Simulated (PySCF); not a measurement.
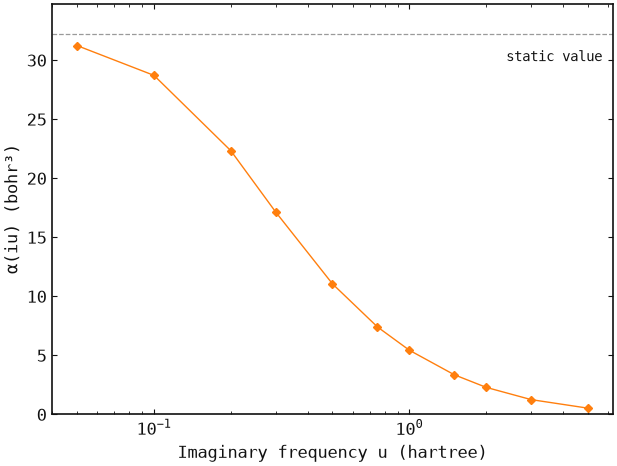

Dipole polarisability at imaginary frequency of Re⁺ ([Xe] 4f¹⁴ 5d⁵ 6s). Coupled response at the M06-L level; PySCF, aug-cc-pVTZ-PP plus 1 diffuse shell for each l with a 60-electron core potential, unrestricted single determinants, no spin-orbit coupling.

**Describe the response.**

The static dipole polarisability is 32.2 bohr³; α(iu) falls to half of it near u = 0.33 hartree. The Casimir–Polder integral gives C₆ = 274 hartree bohr⁶ for two such species.
